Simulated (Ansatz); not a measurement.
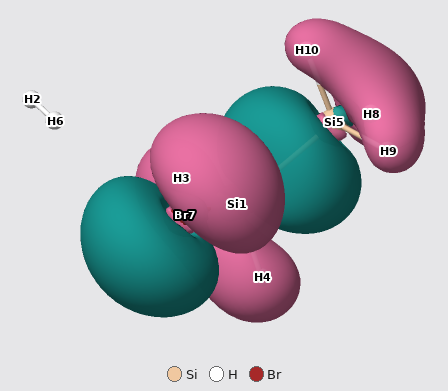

Figure 1: BrH5Si2···H2. The HOMO at ±0.06 Å⁻³ᐟ² (teal and pink are the two phases), seen across its widest extent.

The product side of a reaction path; geometry: PBE0-D4/def2-TZVP.

These are results of Ansatz, RKS PBE0-D4/def2-TZVPP, not measurements.

The calculation's input:

```
crystal:
  periodic: [false, false, false]
  atoms:
    - {symbol: Si, position_ang: [-0.961701, 0.004576, -0.022667]}
    - {symbol: H, position_ang: [1.172155, -1.878814, -3.172267]}
    - {symbol: H, position_ang: [-0.675844, -1.372819, -0.496260]}
    - {symbol: H, position_ang: [-2.402156, 0.110154, 0.320364]}
    - {symbol: Si, position_ang: [0.418533, 0.635155, 1.754065]}
    - {symbol: H, position_ang: [0.890162, -1.198657, -3.047351]}
    - {symbol: Br, position_ang: [-0.575208, 1.392786, -1.728016]}
    - {symbol: H, position_ang: [0.187141, -0.264890, 2.916244]}
    - {symbol: H, position_ang: [0.107863, 2.034087, 2.145029]}
    - {symbol: H, position_ang: [1.839055, 0.538520, 1.330859]}
basis:
  gaussian: {orbitals: def2-TZVPP}
hamiltonian: {xc: pbe0, dispersion: d4}
output: {orbitals: {seedname: orbitals}}
```

Launched as:

```sh
ansatz run in.yaml --threads 4 --pin off --events-out ev --progress --plain --max-ram 9574MiB
```

Where does this orbital lie, and at what energy?

Answer. Its weight (Hirshfeld) is mainly on Br7 (about 50 %), Si5 (about 20 %) and Si1 (about 20 %). Its energy is −8.02 eV.
